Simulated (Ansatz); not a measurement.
# SnNH₅ + H₂O: a complex and its separated parts, part 1 of 2

Aim: how far the complex at one end of a reaction step lies below its separated, relaxed parts, level by level.

Program: Ansatz 0.2.0, Gaussian basis. Level of theory: PBE0-D4/def2-TZVP structures, single points in def2-TZVPP, no counterpoise correction. These are calculated values, not measurements.

Levels: SPW92, PBE-D4, BLYP-D4, r2SCAN-D4, B97M-V, PBE0-D4, B3LYP-D4, r2SCAN0-D4, BHLYP-D4, CAM-B3LYP-D4, wB97X-V, wB97M-V, B2PLYP, PBE-QIDH, RPA on PBE, Hartree-Fock, MP2, CCSD, CCSD(T).

Cores are frozen in the correlated methods. Filled d shells of the heavier atoms are correlated. Core potentials replace the inner electrons past krypton, and spin-orbit coupling is left out. B3LYP uses VWN-RPA correlation. B2PLYP carries no dispersion term here.

88 further runs of the same task are left out: 88 set aside as unsound or not needed.

## (1) Starting geometry

The complex: 10 atoms, charge 0, spin multiplicity 1.

Atoms are counted from 1 here; the program's logs count them from 0.

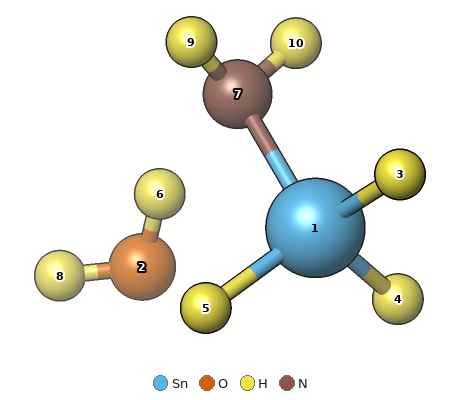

The starting geometry (tin blue, oxygen orange, hydrogen yellow, nitrogen brown); atoms are numbered from 1 in the order of the file.

Geometry (Å):

```mol
H7NOSn
  3D, bonds by distance, orders not assigned

 10  8  0  0  0  0  0  0  0  0999 V2000
    1.0066    0.7928   -0.4563 Sn  0  0
   -0.2677   -1.8418    1.2313 O   0  0
    1.2869    2.1434   -1.4780 H   0  0
    1.8827   -0.5545   -1.0004 H   0  0
    1.3140    1.2212    1.1596 H   0  0
   -0.7597   -1.1903    0.6931 H   0  0
   -0.9773    0.2571   -0.5255 N   0  0
   -0.6405   -1.7874    2.1128 H   0  0
   -1.5918    1.0279   -0.2921 H   0  0
   -1.2532   -0.0683   -1.4447 H   0  0
  1  3  8  0
  1  4  8  0
  1  5  8  0
  1  7  8  0
  2  6  8  0
  2  8  8  0
  7  9  8  0
  7 10  8  0
M  END
```

Its parts: SnNH₅ holds atoms 1, 3, 4, 5, 7, 9, 10; H₂O holds atoms 2, 6, 8. Each part counts its atoms afresh in its own runs.

## (2) Relaxing SnNH₅ alone

relax-a/in.yaml

```yaml
crystal:
  periodic: [false, false, false]
  atoms:
    - {symbol: Sn, position_ang: [1.006561, 0.792775, -0.456269]}
    - {symbol: H, position_ang: [1.286916, 2.143352, -1.477966]}
    - {symbol: H, position_ang: [1.882672, -0.554452, -1.000365]}
    - {symbol: H, position_ang: [1.313984, 1.221192, 1.159638]}
    - {symbol: N, position_ang: [-0.977304, 0.257133, -0.525538]}
    - {symbol: H, position_ang: [-1.591822, 1.027943, -0.292137]}
    - {symbol: H, position_ang: [-1.253175, -0.068273, -1.444690]}
basis:
  gaussian: {orbitals: def2-TZVP}
hamiltonian: {xc: pbe0, dispersion: d4}
relax: {f_tol: 0.005, max_steps: 200}
```

On the command line:

```sh
$ ansatz run in.yaml --threads 4 --pin off --events-out ev --progress --plain --max-ram 9574MiB
```

Standard output, shortened:

```text
Functional definition: PBE0
  name "PBE0"
  cite "Adamo & Barone, J. Chem. Phys. 110, 6158 (1999) doi:10.1063/1.478522"
  cite "Perdew, Burke & Ernzerhof, Phys. Rev. Lett. 77, 3865 (1996) doi:10.1103/PhysRevLett.77.3865"
  parent pbe
[...]
836 factors; their error is unknown
[...]
mean field -7401.34067734 eV, -271.9942530833 hartree, gradient 6.7e-5 eV, S^2 0.000000; 0 other end points of the search recorded, 0 dependent functions left out
[...]
reference -7401.34071299 eV, -271.9942543934 hartree; 17, 17 occupied and 94, 94 virtual orbitals, 836 factors
[...]
Total energy: -7401.43282271 eV, -271.9976393632 hartree
Atom 0 at     0.983722     0.811216    -0.476317 Å, force    -0.000643    -0.000681     0.000526 eV/Å
Atom 1 at     1.341981     2.144955    -1.496036 Å, force     0.000194     0.000614     0.000733 eV/Å
Atom 2 at     1.878119    -0.551156    -0.975299 Å, force    -0.000776    -0.000349    -0.000248 eV/Å
Atom 3 at     1.298489     1.225085     1.146821 Å, force     0.000279     0.001065    -0.000495 eV/Å
Atom 4 at    -0.968518     0.249169    -0.538005 Å, force    -0.001536     0.000207    -0.001720 eV/Å
Atom 5 at    -1.599587     0.981601    -0.237456 Å, force     0.002205    -0.002012    -0.001375 eV/Å
Atom 6 at    -1.266374    -0.041200    -1.461036 Å, force     0.000276     0.001155     0.002579 eV/Å
Dipole moment:    -0.048012     0.169171    -0.154423 e Å
```

Run time: 6 s. Hardware: 4 threads of Arm Neoverse V2, shared host.

Step by step:

| step | energy from step 1 (eV) | largest force component (eV/Å) |
| --- | --- | --- |
| 1 | 0.0000 | 0.5608 |
| 2 | -0.0071 | 0.1539 |
| 3 | -0.0112 | 0.0400 |
| 4 | -0.0113 | 0.1032 |
| 5 | -0.0116 | 0.0134 |
| 6 | -0.0116 | 0.0099 |
| 7 | -0.0116 | 0.0024 |
| 8 | -0.0116 | 0.0026 |

Distances of close pairs at the start and the end, largest changes first:

| bond | before (Å) | after (Å) | change (Å) |
| --- | --- | --- | --- |
| Sn1–N5 | 2.056 | 2.032 | -0.024 |
| Sn1–H3 | 1.697 | 1.704 | +0.008 |
| Sn1–H4 | 1.700 | 1.704 | +0.005 |
| N5–H7 | 1.013 | 1.012 | -0.001 |
| N5–H6 | 1.013 | 1.012 | -0.001 |
| Sn1–H2 | 1.717 | 1.717 | +0.000 |

## (3) Relaxing H₂O alone

relax-b/in.yaml

```yaml
crystal:
  periodic: [false, false, false]
  atoms:
    - {symbol: O, position_ang: [-0.267657, -1.841832, 1.231335]}
    - {symbol: H, position_ang: [-0.759719, -1.190349, 0.693064]}
    - {symbol: H, position_ang: [-0.640455, -1.787388, 2.112828]}
basis:
  gaussian: {orbitals: def2-TZVP}
hamiltonian: {xc: pbe0, dispersion: d4}
relax: {f_tol: 0.005, max_steps: 200}
```

On the command line:

```sh
$ ansatz run in.yaml --threads 4 --pin off --events-out ev --progress --plain --max-ram 9574MiB
```

Standard output, shortened:

```text
[... 5 set-up lines as earlier in the session ...]
[...]
239 factors; their error is unknown
[...]
mean field -2078.32369235 eV, -76.3769869555 hartree, gradient 3.6e-5 eV, S^2 0.000000; 0 other end points of the search recorded, 0 dependent functions left out
[...]
reference -2078.33309070 eV, -76.3773323385 hartree; 5, 5 occupied and 38, 38 virtual orbitals, 239 factors
Total energy: -2078.33734636 eV, -76.3774887311 hartree
Atom 0 at    -0.268272    -1.839149     1.225176 Å, force     0.001985    -0.001515    -0.001097 eV/Å
Atom 1 at    -0.756692    -1.197375     0.705239 Å, force    -0.000883     0.000535     0.000895 eV/Å
Atom 2 at    -0.642867    -1.783044     2.106811 Å, force    -0.001102     0.000980     0.000203 eV/Å
Dipole moment:    -0.318244     0.257348     0.133380 e Å
```

Run time: 0.55 s. Hardware: 4 threads of Arm Neoverse V2, shared host.

Relaxation path:

| step | energy from step 1 (eV) | largest force component (eV/Å) |
| --- | --- | --- |
| 1 | 0.0000 | 0.6045 |
| 2 | -0.0089 | 0.1395 |
| 3 | -0.0094 | 0.0128 |
| 4 | -0.0094 | 0.0020 |

Distances of close pairs at the start and the end, largest changes first:

| bond | before (Å) | after (Å) | change (Å) |
| --- | --- | --- | --- |
| O1–H2 | 0.978 | 0.960 | -0.018 |
| O1–H3 | 0.959 | 0.960 | +0.001 |

## (4) SPW92/def2-TZVPP

parta/in.yaml

```yaml
crystal:
  periodic: [false, false, false]
  atoms:
    - {symbol: Sn, position_ang: [0.983722, 0.811216, -0.476317]}
    - {symbol: H, position_ang: [1.341981, 2.144955, -1.496036]}
    - {symbol: H, position_ang: [1.878119, -0.551156, -0.975299]}
    - {symbol: H, position_ang: [1.298489, 1.225085, 1.146821]}
    - {symbol: N, position_ang: [-0.968518, 0.249169, -0.538005]}
    - {symbol: H, position_ang: [-1.599587, 0.981601, -0.237456]}
    - {symbol: H, position_ang: [-1.266374, -0.041200, -1.461036]}
basis:
  gaussian: {orbitals: def2-TZVPP}
hamiltonian: {xc: lda}
```

partb/in.yaml

```yaml
crystal:
  periodic: [false, false, false]
  atoms:
    - {symbol: O, position_ang: [-0.268272, -1.839149, 1.225176]}
    - {symbol: H, position_ang: [-0.756692, -1.197375, 0.705239]}
    - {symbol: H, position_ang: [-0.642867, -1.783044, 2.106811]}
basis:
  gaussian: {orbitals: def2-TZVPP}
hamiltonian: {xc: lda}
```

Each run has its own folder and the same command.

On the command line:

```sh
$ ansatz run in.yaml --threads 4 --pin off --events-out ev --progress --plain --max-ram 9574MiB
```

Log of parta, shortened:

```text
Functional definition: SPW92
  name "SPW92"
  cite "Dirac, Proc. Camb. Phil. Soc. 26, 376 (1930) doi:10.1017/S0305004100016108"
  cite "Slater, Phys. Rev. 81, 385 (1951) doi:10.1103/PhysRev.81.385"
  cite "Perdew & Wang, Phys. Rev. B 45, 13244 (1992) doi:10.1103/PhysRevB.45.13244"
[...]
838 factors; their error is unknown
[...]
mean field -7380.42604252 eV, -271.2256544300 hartree, gradient 5.7e-5 eV, S^2 0.000000; 0 other end points of the search recorded, 0 dependent functions left out
reference -7380.42608835 eV, -271.2256561145 hartree; 17, 17 occupied and 134, 134 virtual orbitals, 838 factors
Total energy: -7380.42608835 eV, -271.2256561145 hartree
```

partb printed, shortened:

```text
[... 5 set-up lines as earlier in the session ...]
[...]
269 factors; their error is unknown
[...]
mean field -2065.39692674 eV, -75.9019370815 hartree, gradient 5.3e-5 eV, S^2 0.000000; 0 other end points of the search recorded, 0 dependent functions left out
reference -2065.39694557 eV, -75.9019377735 hartree; 5, 5 occupied and 54, 54 virtual orbitals, 269 factors
Total energy: -2065.39694557 eV, -75.9019377735 hartree
```

Times: 0.4 s (parta), 0.1 s (partb) on 4 threads of Arm Neoverse V2, shared host.

## (5) PBE-D4/def2-TZVPP

Each input of step 4 (parta, partb) changes in the same lines:

```diff
-hamiltonian: {xc: lda}
+hamiltonian: {xc: pbe, dispersion: d4}
```

Each run has its own folder and the same command.

On the command line:

```sh
$ ansatz run in.yaml --threads 4 --pin off --events-out ev --progress --plain --max-ram 9574MiB
```

parta printed, shortened:

```text
Functional definition: PBE
  name "PBE"
[... 2 set-up lines as earlier in the session ...]
[...]
838 factors; their error is unknown
[...]
mean field -7400.93237591 eV, -271.9792482827 hartree, gradient 1.3e-5 eV, S^2 0.000000; 0 other end points of the search recorded, 0 dependent functions left out
reference -7400.93242464 eV, -271.9792500733 hartree; 17, 17 occupied and 134, 134 virtual orbitals, 838 factors
Total energy: -7401.02887995 eV, -271.9827947405 hartree
```

Output in partb, shortened:

```text
[... 4 set-up lines as earlier in the session ...]
[...]
269 factors; their error is unknown
[...]
mean field -2078.40753635 eV, -76.3800681655 hartree, gradient 4.5e-5 eV, S^2 0.000000; 0 other end points of the search recorded, 0 dependent functions left out
reference -2078.40755682 eV, -76.3800689178 hartree; 5, 5 occupied and 54, 54 virtual orbitals, 269 factors
Total energy: -2078.41287367 eV, -76.3802643084 hartree
```

They took 0.6 s (parta), 0.15 s (partb) on 4 threads of Arm Neoverse V2, shared host.

## (6) BLYP-D4/def2-TZVPP

Each input of step 5 (parta, partb) changes in the same lines:

```diff
-hamiltonian: {xc: pbe, dispersion: d4}
+hamiltonian: {xc: {name: BLYP}, dispersion: d4}
```

Each run has its own folder and the same command.

On the command line:

```sh
$ ansatz run in.yaml --threads 4 --pin off --events-out ev --progress --plain --max-ram 9574MiB
```

parta printed, shortened:

```text
Functional definition: BLYP
  name "BLYP"
  cite "Becke, Phys. Rev. A 38, 3098 (1988) doi:10.1103/PhysRevA.38.3098"
  cite "Lee, Yang & Parr, Phys. Rev. B 37, 785 (1988) doi:10.1103/PhysRevB.37.785"
[...]
838 factors; their error is unknown
[...]
mean field -7400.90172527 eV, -271.9781218923 hartree, gradient 2.0e-5 eV, S^2 0.000000; 0 other end points of the search recorded, 0 dependent functions left out
reference -7400.90208062 eV, -271.9781349511 hartree; 17, 17 occupied and 134, 134 virtual orbitals, 838 factors
Total energy: -7401.11484074 eV, -271.9859537412 hartree
```

partb printed, shortened:

```text
[... 4 set-up lines as earlier in the session ...]
[...]
269 factors; their error is unknown
[...]
mean field -2080.27675590 eV, -76.4487607170 hartree, gradient 8.7e-5 eV, S^2 0.000000; 0 other end points of the search recorded, 0 dependent functions left out
reference -2080.27694545 eV, -76.4487676828 hartree; 5, 5 occupied and 54, 54 virtual orbitals, 269 factors
Total energy: -2080.28978736 eV, -76.4492396145 hartree
```

They took 0.6 s (parta), 0.15 s (partb) on 4 threads of Arm Neoverse V2, shared host.

## (7) r2SCAN-D4/def2-TZVPP

The same edit goes into each in.yaml of step 6 (parta, partb):

```diff
-hamiltonian: {xc: {name: BLYP}, dispersion: d4}
+hamiltonian: {xc: r2scan, dispersion: d4}
```

One command serves all of them, each in its own folder.

On the command line:

```sh
$ ansatz run in.yaml --threads 4 --pin off --events-out ev --progress --plain --max-ram 9574MiB
```

parta printed, shortened:

```text
Functional definition: r2SCAN
  name "r2SCAN"
  cite "Furness, Kaplan, Ning, Perdew & Sun, J. Phys. Chem. Lett. 11, 8208 (2020) doi:10.1021/acs.jpclett.0c02405"
  cite "Furness, Kaplan, Ning, Perdew & Sun, J. Phys. Chem. Lett. 11, 9248 (2020) doi:10.1021/acs.jpclett.0c03077"
  parent r2scan
[...]
838 factors; their error is unknown
[...]
mean field -7404.40886223 eV, -272.1070067982 hartree, gradient 2.5e-5 eV, S^2 0.000000; 0 other end points of the search recorded, 0 dependent functions left out
reference -7404.40887693 eV, -272.1070073385 hartree; 17, 17 occupied and 134, 134 virtual orbitals, 838 factors
Total energy: -7404.43076161 eV, -272.1078115856 hartree
```

Output in partb, shortened:

```text
[... 5 set-up lines as earlier in the session ...]
[...]
269 factors; their error is unknown
[...]
mean field -2079.58112741 eV, -76.4231968414 hartree, gradient 8.5e-5 eV, S^2 0.000000; 0 other end points of the search recorded, 0 dependent functions left out
reference -2079.58113261 eV, -76.4231970327 hartree; 5, 5 occupied and 54, 54 virtual orbitals, 269 factors
Total energy: -2079.58240509 eV, -76.4232437954 hartree
```

Wall times: 1.2 s (parta), 0.35 s (partb) on 4 threads of Arm Neoverse V2, shared host.

## (8) B97M-V/def2-TZVPP

The same edit goes into each in.yaml of step 7 (parta, partb):

```diff
-hamiltonian: {xc: r2scan, dispersion: d4}
+hamiltonian: {xc: {name: B97M-V}}
```

Each run has its own folder and the same command.

On the command line:

```sh
$ ansatz run in.yaml --threads 4 --pin off --events-out ev --progress --plain --max-ram 9574MiB
```

Output in parta, shortened:

```text
Functional definition: B97M-V
  name "B97M-V"
  cite "Mardirossian & Head-Gordon, J. Chem. Phys. 142, 074111 (2015) doi:10.1063/1.4907719"
  cite "Becke, J. Chem. Phys. 107, 8554 (1997) doi:10.1063/1.475007"
  cite "Vydrov & Van Voorhis, J. Chem. Phys. 133, 244103 (2010) doi:10.1063/1.3521275"
  # Of w^i u^j: cxij and so on, Table III.
[...]
  gx(w, u) = cx00 + cx01*u + cx02*u^2 + (cx10 + cx11*u)*w
[...]
  gos(w, u) = cos00 + cos01*u + cos03*u^3 + cos10*w + cos32*w^3*u^2
[...]
      + integral(e_c_pw_mod_opposite_spin*gos(b97_w_opposite, b97_u_opposite)) + vv10(b, c)
838 factors; their error is unknown
[...]
mean field -7403.07028916 eV, -272.0578151454 hartree, gradient 1.5e-5 eV, S^2 0.000000; 0 other end points of the search recorded, 0 dependent functions left out
reference -7403.07036001 eV, -272.0578177492 hartree; 17, 17 occupied and 134, 134 virtual orbitals, 838 factors
Total energy: -7403.07036001 eV, -272.0578177492 hartree
```

partb printed, shortened:

```text
[... 5 set-up lines as earlier in the session ...]
  # Of w^i u^j: cxij and so on, Table III.
[...]
  gx(w, u) = cx00 + cx01*u + cx02*u^2 + (cx10 + cx11*u)*w
[...]
  gos(w, u) = cos00 + cos01*u + cos03*u^3 + cos10*w + cos32*w^3*u^2
[...]
      + integral(e_c_pw_mod_opposite_spin*gos(b97_w_opposite, b97_u_opposite)) + vv10(b, c)
269 factors; their error is unknown
[...]
mean field -2079.93549052 eV, -76.4362194456 hartree, gradient 2.9e-5 eV, S^2 0.000000; 0 other end points of the search recorded, 0 dependent functions left out
reference -2079.93551733 eV, -76.4362204310 hartree; 5, 5 occupied and 54, 54 virtual orbitals, 269 factors
Total energy: -2079.93551733 eV, -76.4362204310 hartree
```

Wall times: 2.6 s (parta), 0.35 s (partb) on 4 threads of Arm Neoverse V2, shared host.

## (9) PBE0-D4/def2-TZVPP

Each input of step 8 (parta, partb) changes in the same lines:

```diff
-hamiltonian: {xc: {name: B97M-V}}
+hamiltonian: {xc: pbe0, dispersion: d4}
+output: {orbitals: {seedname: orbitals}}
```

The same command starts each run, in its folder.

On the command line:

```sh
$ ansatz run in.yaml --threads 4 --pin off --events-out ev --progress --plain --max-ram 9574MiB
```

Log of parta, shortened:

```text
[... 5 set-up lines as earlier in the session ...]
[...]
911 factors; their error is unknown
[...]
mean field -7401.41743706 eV, -271.9970739508 hartree, gradient 8.0e-6 eV, S^2 0.000000; 0 other end points of the search recorded, 0 dependent functions left out
reference -7401.41747194 eV, -271.9970752330 hartree; 17, 17 occupied and 134, 134 virtual orbitals, 911 factors
Total energy: -7401.49806374 eV, -272.0000369269 hartree
```

Output in partb, shortened:

```text
[... 5 set-up lines as earlier in the session ...]
[...]
269 factors; their error is unknown
[...]
mean field -2078.42781445 eV, -76.3808133719 hartree, gradient 1.3e-5 eV, S^2 0.000000; 0 other end points of the search recorded, 0 dependent functions left out
reference -2078.42782895 eV, -76.3808139048 hartree; 5, 5 occupied and 54, 54 virtual orbitals, 269 factors
Total energy: -2078.43208461 eV, -76.3809702975 hartree
```

They took 0.75 s (parta), 0.15 s (partb) on 4 threads of Arm Neoverse V2, shared host.

## (10) B3LYP-D4/def2-TZVPP

The same edit goes into each in.yaml of step 9 (parta, partb):

```diff
-hamiltonian: {xc: pbe0, dispersion: d4}
-output: {orbitals: {seedname: orbitals}}
+hamiltonian: {xc: {name: B3LYP}, dispersion: d4}
```

Each run has its own folder and the same command.

On the command line:

```sh
$ ansatz run in.yaml --threads 4 --pin off --events-out ev --progress --plain --max-ram 9574MiB
```

parta printed, shortened:

```text
Functional definition: B3LYP
  name "B3LYP"
  cite "Stephens, Devlin, Chabalowski & Frisch, J. Phys. Chem. 98, 11623 (1994) doi:10.1021/j100096a001"
[... 2 set-up lines as earlier in the session ...]
  cite "Vosko, Wilk & Nusair, Can. J. Phys. 58, 1200 (1980) doi:10.1139/p80-159"
[...]
882 factors; their error is unknown
[...]
mean field -7405.35605145 eV, -272.1418153602 hartree, gradient 6.9e-5 eV, S^2 0.000000; 0 other end points of the search recorded, 0 dependent functions left out
reference -7405.35631364 eV, -272.1418249956 hartree; 17, 17 occupied and 134, 134 virtual orbitals, 882 factors
Total energy: -7405.51332838 eV, -272.1475951808 hartree
```

Log of partb, shortened:

```text
[... 6 set-up lines as earlier in the session ...]
[...]
269 factors; their error is unknown
[...]
mean field -2080.76395485 eV, -76.4666649483 hartree, gradient 1.2e-5 eV, S^2 0.000000; 0 other end points of the search recorded, 0 dependent functions left out
reference -2080.76409321 eV, -76.4666700328 hartree; 5, 5 occupied and 54, 54 virtual orbitals, 269 factors
Total energy: -2080.77251894 eV, -76.4669796728 hartree
```

Wall times: 0.75 s (parta), 0.15 s (partb) on 4 threads of Arm Neoverse V2, shared host.

## (11) r2SCAN0-D4/def2-TZVPP

Each input of step 10 (parta, partb) changes in the same lines:

```diff
-hamiltonian: {xc: {name: B3LYP}, dispersion: d4}
+hamiltonian: {xc: {name: r2SCAN0}, dispersion: d4}
```

One command serves all of them, each in its own folder.

On the command line:

```sh
$ ansatz run in.yaml --threads 4 --pin off --events-out ev --progress --plain --max-ram 9574MiB
```

parta printed, shortened:

```text
Functional definition: r2SCAN0
  name "r2SCAN0"
  cite "Bursch, Neugebauer, Ehlert & Grimme, J. Chem. Phys. 156, 134105 (2022) doi:10.1063/5.0086040"
[... 3 set-up lines as earlier in the session ...]
[...]
911 factors; their error is unknown
[...]
mean field -7403.44359897 eV, -272.0715340278 hartree, gradient 3.9e-5 eV, S^2 0.000000; 0 other end points of the search recorded, 0 dependent functions left out
reference -7403.44361044 eV, -272.0715344494 hartree; 17, 17 occupied and 134, 134 virtual orbitals, 911 factors
Total energy: -7403.46966292 eV, -272.0724918603 hartree
```

Log of partb, shortened:

```text
[... 6 set-up lines as earlier in the session ...]
[...]
269 factors; their error is unknown
[...]
mean field -2079.27470918 eV, -76.4119361793 hartree, gradient 2.0e-5 eV, S^2 0.000000; 0 other end points of the search recorded, 0 dependent functions left out
reference -2079.27471328 eV, -76.4119363299 hartree; 5, 5 occupied and 54, 54 virtual orbitals, 269 factors
Total energy: -2079.27611738 eV, -76.4119879296 hartree
```

Times: 1.4 s (parta), 0.35 s (partb) on 4 threads of Arm Neoverse V2, shared host.

## (12) BHLYP-D4/def2-TZVPP

Each input of step 11 (parta, partb) changes in the same lines:

```diff
-hamiltonian: {xc: {name: r2SCAN0}, dispersion: d4}
+hamiltonian: {xc: {name: BHLYP}, dispersion: d4}
```

One command serves all of them, each in its own folder.

On the command line:

```sh
$ ansatz run in.yaml --threads 4 --pin off --events-out ev --progress --plain --max-ram 9574MiB
```

Output in parta, shortened:

```text
Functional definition: BHLYP
  name "BHLYP"
  cite "Becke, J. Chem. Phys. 98, 1372 (1993) doi:10.1063/1.464304"
[... 2 set-up lines as earlier in the session ...]
[...]
948 factors; their error is unknown
[...]
mean field -7400.24011524 eV, -271.9538081722 hartree, gradient 7.3e-5 eV, S^2 0.000000; 0 other end points of the search recorded, 0 dependent functions left out
reference -7400.24028840 eV, -271.9538145357 hartree; 17, 17 occupied and 134, 134 virtual orbitals, 948 factors
Total energy: -7400.36564793 eV, -271.9584214134 hartree
```

Log of partb, shortened:

```text
[... 5 set-up lines as earlier in the session ...]
[...]
295 factors; their error is unknown
[...]
mean field -2079.57893235 eV, -76.4231161747 hartree, gradient 2.0e-5 eV, S^2 0.000000; 0 other end points of the search recorded, 0 dependent functions left out
reference -2079.57902314 eV, -76.4231195111 hartree; 5, 5 occupied and 54, 54 virtual orbitals, 295 factors
Total energy: -2079.58397476 eV, -76.4233014799 hartree
```

Wall times: 0.8 s (parta), 0.15 s (partb) on 4 threads of Arm Neoverse V2, shared host.

(Continued in part 2 of 2.)
